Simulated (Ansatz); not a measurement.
# SiOF (doublet): from Hartree-Fock to the top rungs, cc-pVDZ

Aim: climb from Hartree-Fock through coupled cluster and multireference methods for SiOF (doublet) at one geometry and basis, and see what each rung misses.

Computed with Ansatz 0.2.0, Gaussian basis. Level: cc-pVDZ, core rule «outside noble gas», up to 7 orbitals frozen.

To be run: UHF; CCSD(T) on ROHF; CCSD(T) on UHF; BCCD(T) on ROHF; CISD; CCSDT(Q) on ROHF; CCSDT(Q) on UHF; CASSCF and MRCISD+Q, 15 electrons in 11 orbitals; CASSCF and NEVPT2, 15 electrons in 11 orbitals.

32 further runs of the same task are left out: 12 for a known fault of the program, 7 that didn't finish, 13 set aside as unsound or not needed.

## 1. The system

The geometry is a PBE0/def2-TZVP stationary point (not a proven minimum) of the parent state, kept for this charge and spin.

3 atoms, charge 0, spin multiplicity 2.

Atoms are counted from 1 here; the program's logs count them from 0.

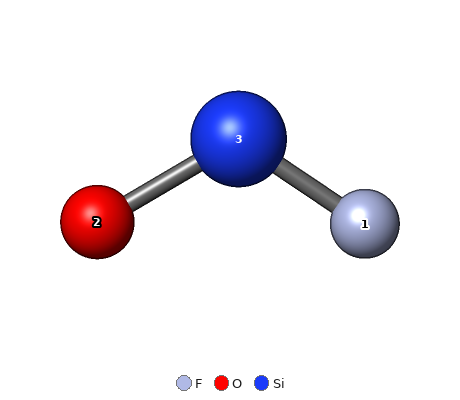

The geometry (fluorine light blue, oxygen red, silicon blue); atoms are numbered from 1 in the order of the file.

In the tables R marks a restricted open-shell determinant and U an unrestricted one; 'valence' is the active space of 15 electrons in 11 orbitals; energies count from the table's Hartree-Fock row.

## 2. UHF

File in.yaml:

```yaml
crystal:
  periodic: [false, false, false]
  atoms:
    - {symbol: F, position_ang: [0.000000, 0.390347, 1.310206]}
    - {symbol: O, position_ang: [0.000000, 0.397529, -1.506653]}
    - {symbol: Si, position_ang: [0.000000, -0.490510, -0.027996]}
basis:
  gaussian: {orbitals: cc-pVDZ}
magnetization: {spin_polarized: true, initial_magnetization: 1}
hamiltonian: {xc: hf}
output: {orbitals: {seedname: orbitals}}
```

Launch:

```console
$ ansatz run in.yaml --threads 1 --pin off --events-out ev --progress --plain --max-ram 2393MiB
```

What it wrote:

```text
Functional definition: HF
  name "HF"
  cite "Fock, Z. Phys. 61, 126 (1930) doi:10.1007/BF01340294"
  parent pbe
  exchange = exact_x
  correlation = 0
443 factors; integrals over basis functions are off by at most 5.9e-4 eV
mean field evaluation 1: about -12598.6630 eV, gradient 3.4e1 eV
mean field evaluation 2: about -12598.6990 eV, gradient 3.4e1 eV
mean field evaluation 4: about -12604.3904 eV, gradient 4.7e0 eV
mean field evaluation 8: about -12604.9335 eV, gradient 1.3e0 eV
mean field evaluation 16: about -12605.4006 eV, gradient 1.9e-3 eV
mean field evaluation 32: about -12605.4006 eV, gradient 1.1e-4 eV
mean field evaluation 64: about -12605.3505 eV, gradient 3.0e-1 eV
mean field evaluation 96: about -12605.1961 eV, gradient 6.1e-1 eV
mean field evaluation 128: about -12605.3911 eV, gradient 1.1e-1 eV
mean field evaluation 160: about -12605.3820 eV, gradient 3.2e-1 eV
mean field evaluation 192: about -12604.9968 eV, gradient 1.6e0 eV
mean field evaluation 224: about -12604.9334 eV, gradient 4.1e-1 eV
mean field evaluation 256: about -12604.8576 eV, gradient 2.2e0 eV
mean field evaluation 288: about -12604.3466 eV, gradient 3.3e-1 eV
mean field evaluation 320: about -12605.3992 eV, gradient 3.0e-1 eV
mean field evaluation 352: about -12601.6092 eV, gradient 9.6e-1 eV
mean field evaluation 384: about -12605.1595 eV, gradient 1.6e0 eV
mean field evaluation 416: about -12605.4005 eV, gradient 7.5e-2 eV
mean field -12605.40056897 eV, -463.2399266623 hartree, gradient 3.7e-6 eV, S^2 0.775417; 7 other end points of the search recorded, 0 dependent functions left out
reference -12605.40056897 eV, -463.2399266623 hartree; 16, 15 occupied and 30, 31 virtual orbitals, 443 factors
Total energy: -12605.40056897 eV, -463.2399266623 hartree
```

Wall time 2.4 s (1 thread of Arm Neoverse V1, shared host).

From the report: ⟨S²⟩ of the determinant 0.775 (pure doublet: 0.75).

## 3. CCSD(T) on ROHF

in.yaml, as its differences from that of step 2:

```diff
@@ -8,4 +8,3 @@
   gaussian: {orbitals: cc-pVDZ}
-magnetization: {spin_polarized: true, initial_magnetization: 1}
-hamiltonian: {xc: hf}
-output: {orbitals: {seedname: orbitals}}
+magnetization: {spin_polarized: false, initial_magnetization: 1}
+correlation: {method: ccsd_t, electrons: outside_noble_gas}
```

Launched as before.

What it wrote (excerpt; [...] marks lines left out):

```text
Functional definition: HF
  name "HF"
  cite "Fock, Z. Phys. 61, 126 (1930) doi:10.1007/BF01340294"
  parent pbe
[...]
443 factors; integrals over basis functions are off by at most 5.9e-4 eV
[...]
mean field -12605.26222072 eV, -463.2348424580 hartree, gradient 6.3e-6 eV, S^2 0.750000; 14 other end points of the search recorded, 0 dependent functions left out
[...]
determinant -12605.26222072 eV, -463.2348424580 hartree, with singles and doubles -12617.27059206 eV, -463.6761419650 hartree
determinant -12604.78640392 eV, -463.2173565128 hartree, with singles and doubles -12616.50185769 eV, -463.6478914980 hartree
determinant -12600.18965627 eV, -463.0484291525 hartree, with singles and doubles -12613.52276182 eV, -463.5384117440 hartree
7 core orbitals not correlated: weight in the atoms' cores, before any rotation towards them, 1.000 or more for the frozen orbitals, at most 0.000 for the correlated occupied ones
reference -12605.26222072 eV, -463.2348424580 hartree; 9, 8 occupied and 30, 31 virtual orbitals, 443 factors
second order -11.16644371 eV of doubles, -0.08153136 eV of singles
cycle   1  -12.01570634 eV  change   -7.3e-3 eV  update   1.8e-2
[...]
cycle  14  -12.16167183 eV  change    1.0e-5 eV  update   1.0e-5
perturbative correction -0.34000901 eV, -0.0124951008 hartree
Total energy: -12617.76390157 eV, -463.6942707550 hartree
```

Run time: 7 s. Hardware: 1 thread of Arm Neoverse V1, shared host.

From the report: correlation -12.5017 eV; T1 0.098; largest double amplitude 0.10.

## 4. CCSD(T) on UHF

in.yaml, as its differences from that of step 3:

```diff
@@ -8,3 +8,3 @@
   gaussian: {orbitals: cc-pVDZ}
-magnetization: {spin_polarized: false, initial_magnetization: 1}
+magnetization: {spin_polarized: true, initial_magnetization: 1}
 correlation: {method: ccsd_t, electrons: outside_noble_gas}
```

Launched as before.

What it wrote (excerpt; [...] marks lines left out):

```text
Functional definition: HF
  name "HF"
  cite "Fock, Z. Phys. 61, 126 (1930) doi:10.1007/BF01340294"
  parent pbe
[...]
443 factors; integrals over basis functions are off by at most 5.9e-4 eV
[...]
mean field -12605.40056897 eV, -463.2399266623 hartree, gradient 4.3e-9 eV, S^2 0.775416; 19 other end points of the search recorded, 0 dependent functions left out
determinant -12605.40056897 eV, -463.2399266623 hartree, with singles and doubles -12617.30076691 eV, -463.6772508704 hartree
determinant -12605.40056249 eV, -463.2399264242 hartree, with singles and doubles -12617.30180247 eV, -463.6772889265 hartree
determinant -12604.87960529 eV, -463.2207816000 hartree, with singles and doubles -12616.50343021 eV, -463.6479492870 hartree
determinant -12604.35451432 eV, -463.2014848629 hartree, with singles and doubles -12617.01279399 eV, -463.6666680606 hartree
[...]
determinant -12605.40056897 eV, -463.2399266623 hartree, with singles and doubles -12617.42679897 eV, -463.6818824631 hartree
determinant -12605.40056249 eV, -463.2399264242 hartree, with singles and doubles -12617.42726910 eV, -463.6818997400 hartree
determinant -12604.35451432 eV, -463.2014848629 hartree, with singles and doubles -12617.21570285 eV, -463.6741248236 hartree
determinant -12604.30154380 eV, -463.1995382321 hartree, with singles and doubles -12617.28762619 eV, -463.6767679579 hartree
7 core orbitals not correlated: weight in the atoms' cores, before any rotation towards them, 1.000 or more for the frozen orbitals, at most 0.000 for the correlated occupied ones
reference -12605.40056249 eV, -463.2399264242 hartree; 9, 8 occupied and 30, 31 virtual orbitals, 443 factors
second order -11.15735960 eV of doubles, -0.00000000 eV of singles
cycle   1  -12.02670411 eV  change    2.5e-6 eV  update   2.4e-6
perturbative correction -0.33549244 eV, -0.0123291197 hartree
Total energy: -12617.76275904 eV, -463.6942287679 hartree
```

Run time: 15 s. Hardware: 1 thread of Arm Neoverse V1, shared host.

From the report: ⟨S²⟩ of the determinant 0.772 (pure doublet: 0.75); correlation -12.3622 eV; T1 0.082; largest double amplitude 0.09.

## 5. BCCD(T) on ROHF

in.yaml, as its differences from that of step 4:

```diff
@@ -8,3 +8,3 @@
   gaussian: {orbitals: cc-pVDZ}
-magnetization: {spin_polarized: true, initial_magnetization: 1}
-correlation: {method: ccsd_t, electrons: outside_noble_gas}
+magnetization: {spin_polarized: false, initial_magnetization: 1}
+correlation: {method: bccd_t, electrons: outside_noble_gas}
```

The command is unchanged.

What it wrote (excerpt; [...] marks lines left out):

```text
Functional definition: HF
  name "HF"
  cite "Fock, Z. Phys. 61, 126 (1930) doi:10.1007/BF01340294"
  parent pbe
[...]
443 factors; integrals over basis functions are off by at most 5.9e-4 eV
[...]
mean field -12605.26222072 eV, -463.2348424580 hartree, gradient 6.3e-6 eV, S^2 0.750000; 14 other end points of the search recorded, 0 dependent functions left out
[...]
determinant -12605.26222072 eV, -463.2348424580 hartree, with singles and doubles -12617.27059206 eV, -463.6761419650 hartree
determinant -12604.78640392 eV, -463.2173565128 hartree, with singles and doubles -12616.50185769 eV, -463.6478914980 hartree
determinant -12600.18965627 eV, -463.0484291525 hartree, with singles and doubles -12613.52276182 eV, -463.5384117440 hartree
7 core orbitals not correlated: weight in the atoms' cores, before any rotation towards them, 1.000 or more for the frozen orbitals, at most 0.000 for the correlated occupied ones
reference -12605.26222072 eV, -463.2348424580 hartree; 9, 8 occupied and 30, 31 virtual orbitals, 443 factors
second order -11.16644371 eV of doubles, -0.08153136 eV of singles
cycle   1  -12.00182895 eV  change    6.5e-3 eV  update   4.4e-2
[...]
cycle  18  -12.05905568 eV  change   -8.8e-6 eV  update   1.6e-5
perturbative correction -0.47659560 eV, -0.0175145651 hartree
Total energy: -12617.79787200 eV, -463.6955191455 hartree
```

Run time: 8 s. Hardware: 1 thread of Arm Neoverse V1, shared host.

From the report: correlation -12.5357 eV; largest double amplitude 0.08.

## 6. CISD

in.yaml, as its differences from that of step 5:

```diff
@@ -9,2 +9,2 @@
 magnetization: {spin_polarized: false, initial_magnetization: 1}
-correlation: {method: bccd_t, electrons: outside_noble_gas}
+correlation: {active_space: {ras: {orbitals: [8, 1, 30], electrons: 17, max_holes: 2, max_particles: 2}, fixed_orbitals: true}}
```

Same command.

What it wrote (excerpt; [...] marks lines left out):

```text
Functional definition: HF
  name "HF"
  cite "Fock, Z. Phys. 61, 126 (1930) doi:10.1007/BF01340294"
  parent pbe
[...]
443 factors; integrals over basis functions are off by at most 5.9e-4 eV
[...]
mean field -12605.26222072 eV, -463.2348424580 hartree, gradient 6.3e-6 eV, S^2 0.750000; 14 other end points of the search recorded, 0 dependent functions left out
reference -12605.26222072 eV, -463.2348424580 hartree; 16, 15 occupied and 30, 31 virtual orbitals, 443 factors
state -12615.99372745 eV, -463.6292180560 hartree
Total energy: -12615.99372745 eV, -463.6292180560 hartree
```

Wall time 8 s (1 thread of Arm Neoverse V1, shared host).

From the report: 76,457 determinants.

## 7. CCSDT(Q) on ROHF

in.yaml, as its differences from that of step 6:

```diff
@@ -9,2 +9,2 @@
 magnetization: {spin_polarized: false, initial_magnetization: 1}
-correlation: {active_space: {ras: {orbitals: [8, 1, 30], electrons: 17, max_holes: 2, max_particles: 2}, fixed_orbitals: true}}
+correlation: {method: ccsdt_q, electrons: outside_noble_gas}
```

The command is unchanged.

What it wrote (excerpt; [...] marks lines left out):

```text
Functional definition: HF
  name "HF"
  cite "Fock, Z. Phys. 61, 126 (1930) doi:10.1007/BF01340294"
  parent pbe
[...]
794 factors; integrals over basis functions are off by at most 1.4e-7 eV
[...]
mean field -12605.26238448 eV, -463.2348484760 hartree, gradient 5.1e-6 eV, S^2 0.750000; 14 other end points of the search recorded, 0 dependent functions left out
[...]
determinant -12605.26238448 eV, -463.2348484760 hartree, with singles and doubles -12617.27078619 eV, -463.6761490992 hartree
determinant -12604.78656660 eV, -463.2173624914 hartree, with singles and doubles -12616.50205266 eV, -463.6478986632 hartree
determinant -12600.18983920 eV, -463.0484358752 hartree, with singles and doubles -12613.52296819 eV, -463.5384193280 hartree
7 core orbitals not correlated: weight in the atoms' cores, before any rotation towards them, 1.000 or more for the frozen orbitals, at most 0.000 for the correlated occupied ones
reference -12605.26238448 eV, -463.2348484760 hartree; 9, 8 occupied and 30, 31 virtual orbitals, 794 factors
second order -11.16649109 eV of doubles, -0.08153134 eV of singles
cycle   1  -11.43245318 eV  change   -1.8e-1 eV  update   1.2e-1
[...]
cycle  33  -12.57834512 eV  change   -3.3e-7 eV  update   1.9e-7
perturbative correction -0.07276319 eV, -0.0026739980 hartree
Total energy: -12617.91349279 eV, -463.6997681312 hartree
```

Run time: 1.7 min. Hardware: 1 thread of Arm Neoverse V1, shared host; peak memory 1.1 GiB.

From the report: correlation -12.6511 eV; T1 0.117; largest double amplitude 0.16.

## 8. CCSDT(Q) on UHF

in.yaml, as its differences from that of step 7:

```diff
@@ -8,3 +8,3 @@
   gaussian: {orbitals: cc-pVDZ}
-magnetization: {spin_polarized: false, initial_magnetization: 1}
+magnetization: {spin_polarized: true, initial_magnetization: 1}
 correlation: {method: ccsdt_q, electrons: outside_noble_gas}
```

Same command.

What it wrote (excerpt; [...] marks lines left out):

```text
Functional definition: HF
  name "HF"
  cite "Fock, Z. Phys. 61, 126 (1930) doi:10.1007/BF01340294"
  parent pbe
[...]
794 factors; integrals over basis functions are off by at most 1.4e-7 eV
[...]
mean field -12605.40073360 eV, -463.2399327123 hartree, gradient 6.6e-9 eV, S^2 0.775440; 19 other end points of the search recorded, 0 dependent functions left out
determinant -12605.40073360 eV, -463.2399327123 hartree, with singles and doubles -12617.30095793 eV, -463.6772578901 hartree
determinant -12605.40072703 eV, -463.2399324707 hartree, with singles and doubles -12617.30200023 eV, -463.6772961939 hartree
determinant -12604.87976776 eV, -463.2207875707 hartree, with singles and doubles -12616.50362528 eV, -463.6479564556 hartree
determinant -12604.35469340 eV, -463.2014914441 hartree, with singles and doubles -12617.01297970 eV, -463.6666748855 hartree
[...]
determinant -12605.40072703 eV, -463.2399324707 hartree, with singles and doubles -12617.42746295 eV, -463.6819068641 hartree
determinant -12604.35469340 eV, -463.2014914441 hartree, with singles and doubles -12617.21589211 eV, -463.6741317790 hartree
determinant -12604.30172145 eV, -463.1995447607 hartree, with singles and doubles -12617.28781739 eV, -463.6767749843 hartree
7 core orbitals not correlated: weight in the atoms' cores, before any rotation towards them, 1.000 or more for the frozen orbitals, at most 0.000 for the correlated occupied ones
reference -12605.40072703 eV, -463.2399324707 hartree; 9, 8 occupied and 30, 31 virtual orbitals, 794 factors
second order -11.15740688 eV of doubles, -0.00000000 eV of singles
cycle   1  -11.33226830 eV  change   -1.7e-1 eV  update   1.2e-1
[...]
cycle  27  -12.44023565 eV  change    4.2e-7 eV  update   1.4e-6
perturbative correction -0.07407277 eV, -0.0027221241 hartree
Total energy: -12617.91503545 eV, -463.6998248226 hartree
```

It took 92 s on 1 thread of Arm Neoverse V1, shared host; peak memory 0.82 GiB.

From the report: ⟨S²⟩ of the determinant 0.772 (pure doublet: 0.75); correlation -12.5143 eV; T1 0.100; largest double amplitude 0.14.

## 9. CASSCF and MRCISD+Q, 15 electrons in 11 orbitals

File in.yaml:

```yaml
crystal:
  periodic: [false, false, false]
  atoms:
    - {symbol: F, position_ang: [0.000000, 0.390347, 1.310206]}
    - {symbol: O, position_ang: [0.000000, 0.397529, -1.506653]}
    - {symbol: Si, position_ang: [0.000000, -0.490510, -0.027996]}
basis:
  gaussian: {orbitals: cc-pVDZ}
magnetization: {spin_polarized: false, initial_magnetization: 1}
correlation: {method: fic_mrcisd_q, electrons: outside_noble_gas, active_space: {window: {electrons: 15, orbitals: 11}, shells: [{species: F, l: p, shell: 2}, {species: O, l: s, shell: 2}, {species: O, l: p, shell: 2}, {species: Si, l: s, shell: 3}, {species: Si, l: p, shell: 3}]}}
```

Launched as before.

What it wrote (excerpt; [...] marks lines left out):

```text
Functional definition: HF
  name "HF"
  cite "Fock, Z. Phys. 61, 126 (1930) doi:10.1007/BF01340294"
  parent pbe
[...]
794 factors; integrals over basis functions are off by at most 1.4e-7 eV
[...]
mean field -12605.26238448 eV, -463.2348484760 hartree, gradient 5.1e-6 eV, S^2 0.750000; 14 other end points of the search recorded, 0 dependent functions left out
reference -12605.26238448 eV, -463.2348484760 hartree; 16, 15 occupied and 30, 31 virtual orbitals, 794 factors
state -12608.04803440 eV, -463.3372192224 hartree
contracted CI cycle   1: correlation 0.00000000 eV, 0.0000000000 hartree, residual 3.62e1 eV
contracted CI cycle   2: correlation -8.63944314 eV, -0.3174936795 hartree, residual 5.06e0 eV
contracted CI cycle   3: correlation -8.86791695 eV, -0.3258899370 hartree, residual 1.20e0 eV
contracted CI cycle   4: correlation -8.88210398 eV, -0.3264113007 hartree, residual 3.57e-1 eV
contracted CI cycle   5: correlation -8.88319306 eV, -0.3264513238 hartree, residual 1.08e-1 eV
contracted CI cycle   6: correlation -8.88328123 eV, -0.3264545638 hartree, residual 3.31e-2 eV
contracted CI cycle   7: correlation -8.88329059 eV, -0.3264549080 hartree, residual 8.23e-3 eV
contracted CI cycle   8: correlation -8.88329121 eV, -0.3264549305 hartree, residual 2.57e-3 eV
contracted CI cycle   9: correlation -8.88329126 eV, -0.3264549324 hartree, residual 6.77e-4 eV
state -12608.04803440 eV, -463.3372192224 hartree; corrected -12617.62362217 eV, -463.6891155822 hartree
Total energy: -12617.62362217 eV, -463.6891155822 hartree
Checks for a lower state left out: starts, orbital_swaps
```

Wall time 17 s (1 thread of Arm Neoverse V1, shared host); peak memory 0.94 GiB.

From the report: 27,280 determinants; active occupations 2.00, 2.00, 2.00, 2.00, 1.96, 1.95, 1.94, 1.01, 0.06, 0.04, 0.03.

## 10. CASSCF and NEVPT2, 15 electrons in 11 orbitals

File in.yaml:

```yaml
crystal:
  periodic: [false, false, false]
  atoms:
    - {symbol: F, position_ang: [0.000000, 0.390347, 1.310206]}
    - {symbol: O, position_ang: [0.000000, 0.397529, -1.506653]}
    - {symbol: Si, position_ang: [0.000000, -0.490510, -0.027996]}
basis:
  gaussian: {orbitals: cc-pVDZ}
magnetization: {spin_polarized: false, initial_magnetization: 1}
correlation: {method: sc_nevpt2, electrons: outside_noble_gas, active_space: {window: {electrons: 15, orbitals: 11}, shells: [{species: F, l: p, shell: 2}, {species: O, l: s, shell: 2}, {species: O, l: p, shell: 2}, {species: Si, l: s, shell: 3}, {species: Si, l: p, shell: 3}]}}
```

Launched as before.

What it wrote (excerpt; [...] marks lines left out):

```text
Functional definition: HF
  name "HF"
  cite "Fock, Z. Phys. 61, 126 (1930) doi:10.1007/BF01340294"
  parent pbe
[...]
794 factors; integrals over basis functions are off by at most 1.4e-7 eV
[...]
mean field -12605.26238448 eV, -463.2348484760 hartree, gradient 5.1e-6 eV, S^2 0.750000; 14 other end points of the search recorded, 0 dependent functions left out
reference -12605.26238448 eV, -463.2348484760 hartree; 16, 15 occupied and 30, 31 virtual orbitals, 794 factors
state -12608.04803440 eV, -463.3372192224 hartree
state -12608.04803440 eV, -463.3372192224 hartree; corrected -12616.27555965 eV, -463.6395751986 hartree
Total energy: -12616.27555965 eV, -463.6395751986 hartree
Checks for a lower state left out: starts, orbital_swaps
```

It took 8.5 s on 1 thread of Arm Neoverse V1, shared host.

From the report: 27,280 determinants; active occupations 2.00, 2.00, 2.00, 2.00, 1.96, 1.95, 1.94, 1.01, 0.06, 0.04, 0.03.

## 11. Natural occupations

Natural occupations of the CASSCF valence state about the gap (report; correlated orbitals 4 to 11): 1.996, 1.964, 1.949, 1.940, 1.015, 0.063, 0.041, 0.033. The count of effectively unpaired electrons, Σ n²(2 − n)², is 1.05; a single determinant of this spin has 1.

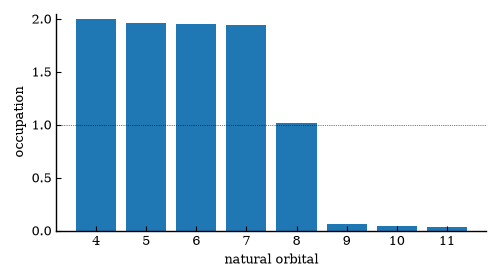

Natural occupations of the CASSCF valence state.

## 12. The ladder

No level here is safe as a reference; RCCSDT(Q) serves as a yardstick only. Rows without a time come out of other runs: HF, MP2 and CCSD of CCSD(T), CCSDT of CCSDT(Q), CASSCF and MRCISD of the multireference runs.

Differences are taken before rounding.

```tsv
method	energy from the lowest RHF (meV)	from RCCSDT(Q) (meV)	time
RHF	0.0	+12651.3	
UHF	-138.3	+12512.9	
RMP2	-11248.0	+1403.3	
UMP2	-11295.7	+1355.6	
CISD	-10731.5	+1919.8	8 s
RCCSD	-12161.7	+489.6	
UCCSD	-12165.0	+486.2	
RCCSD(T)	-12501.7	+149.6	7 s
UCCSD(T)	-12500.5	+150.7	15 s
BCCD(T)	-12535.7	+115.6	8 s
RCCSDT	-12578.5	+72.8	
UCCSDT	-12578.7	+72.5	
RCCSDT(Q)	-12651.3	0	1.7 min
UCCSDT(Q)	-12652.8	-1.5	92 s
CASSCF valence	-2785.8	+9865.5	
NEVPT2 valence	-11013.3	+1637.9	8.5 s
MRCISD valence	-11669.1	+982.2	
MRCISD+Q valence	-12361.4	+289.9	17 s
```

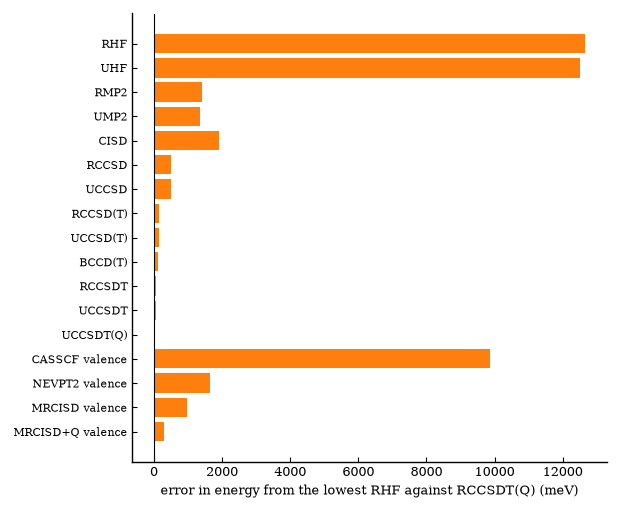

Deviations from RCCSDT(Q), method by method.

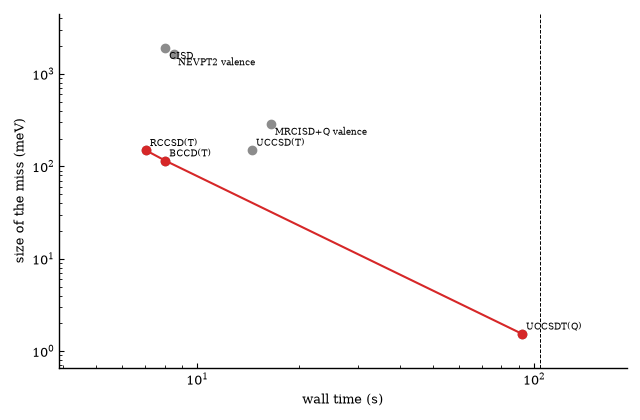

Miss against cost. Red marks the levels that no quicker level drawn beats (of those quicker than the yardstick), and the dashed line is the time of RCCSDT(Q). Times are from a shared host.

## 13. Results

| quantity | value |
| --- | --- |
| RCCSDT(Q) below the RHF energy | -12.6513 eV |
| RMP2 from RCCSDT(Q) | +1403.3 meV |
| UMP2 from RCCSDT(Q) | +1355.6 meV |
| RCCSD from RCCSDT(Q) | +489.6 meV |
| RCCSD(T) from RCCSDT(Q) | +149.6 meV |
| UCCSD(T) from RCCSDT(Q) | +150.7 meV |
| UCCSDT(Q) from RCCSDT(Q) | -1.5 meV |
| NEVPT2 valence from RCCSDT(Q) | +1637.9 meV |
| MRCISD+Q valence from RCCSDT(Q) | +289.9 meV |
| T1 diagnostic | 0.098 |
| effectively unpaired electrons | 1.05 |

RCCSD(T) lands +149.6 meV from the yardstick (1.2 % of the correlation energy). The occupations are near whole numbers, but T1 = 0.098 shows that the orbitals relax strongly. Warnings: large T1 diagnostic.
